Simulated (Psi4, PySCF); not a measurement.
Interaction energy of CO ··· H6Si2 (SMILES [C-]#[O+] and [SiH3][SiH3]). Monomers: optimised at B3LYP-D3(BJ) (def2-TZVP), held rigid. Orientation: lowest of the rigid-body minima from ten starts at GFN2-xTB. The monomers approach along the line of their centres of mass (distance R); nothing else relaxes.

Geometry at R = 3.26 Å (first 2 atoms: monomer A):
```
10

C      0.5625     0.0000     0.0000
O     -0.5625     0.0000     0.0000
Si     0.3169    -3.3228    -0.8665
Si    -1.9606    -2.8544    -0.5675
H      0.7549    -4.3746     0.0832
H      0.5672    -3.7985    -2.2489
H      1.1282    -2.1036    -0.6307
H     -2.7723    -4.0720    -0.8097
H     -2.3970    -1.7980    -1.5127
H     -2.2118    -2.3850     0.8169
```

Levels of theory: BLYP/def2-TZVP, counterpoise-corrected (Psi4); MP2/aug-cc-pVDZ = DF-MP2/aug-cc-pVDZ, frozen core, counterpoise-corrected (Psi4); SCS-MP2/aug-cc-pVDZ = DF-SCS-MP2/aug-cc-pVDZ, frozen core, counterpoise-corrected (Psi4); RHF/6-31G* = restricted Hartree-Fock/6-31G*, spherical d, no counterpoise correction (PySCF); RKS-B3LYP/6-31G* = restricted B3LYP/6-31G*, spherical d, no counterpoise correction (PySCF).

Interaction energies in kJ/mol (negative: bound); R is the distance of the centres of mass, d the C1···H7 distance.

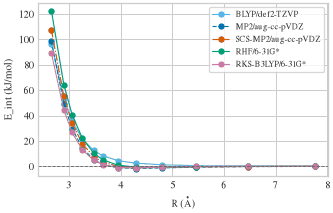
Interaction energy against separation.

| R / Å | d / Å | BLYP/def2-TZVP | MP2/aug-cc-pVDZ | SCS-MP2/aug-cc-pVDZ | RHF/6-31G* | RKS-B3LYP/6-31G* |
|---|---|---|---|---|---|---|
| 2.66 | 1.76 | 96.01 | 98.84 | 107.19 | 122.36 | 88.93 |
| 2.90 | 1.96 | 52.97 | 49.44 | 55.18 | 64.41 | 44.43 |
| 3.06 | 2.09 | 35.41 | 29.63 | 34.10 | 40.73 | 26.63 |
| 3.26 | 2.27 | 21.41 | 14.35 | 17.63 | 22.01 | 12.90 |
| 3.48 | 2.46 | 12.47 | 5.24 | 7.59 | 10.35 | 4.70 |
| 3.65 | 2.62 | 8.38 | 1.55 | 3.37 | 5.25 | 1.38 |
| 3.94 | 2.89 | 4.53 | -1.17 | 0.03 | 0.94 | -1.00 |
| 4.29 | 3.21 | 2.45 | -1.76 | -1.03 | -0.65 | -1.34 |
| 4.80 | 3.70 | 1.20 | -1.28 | -0.91 | -0.65 | -0.62 |
| 5.46 | 4.34 | 0.51 | -0.64 | -0.48 | -0.19 | -0.06 |
| 6.46 | 5.31 | 0.11 | -0.22 | -0.17 | -0.01 | 0.03 |
| 7.76 | 6.59 | 0.02 | -0.07 | -0.05 | 0.00 | 0.01 |

Lowest grid point: BLYP/def2-TZVP 0.02 kJ/mol at R = 7.76 Å; MP2/aug-cc-pVDZ -1.76 kJ/mol at R = 4.29 Å; SCS-MP2/aug-cc-pVDZ -1.03 kJ/mol at R = 4.29 Å; RHF/6-31G* -0.65 kJ/mol at R = 4.29 Å; RKS-B3LYP/6-31G* -1.34 kJ/mol at R = 4.29 Å.
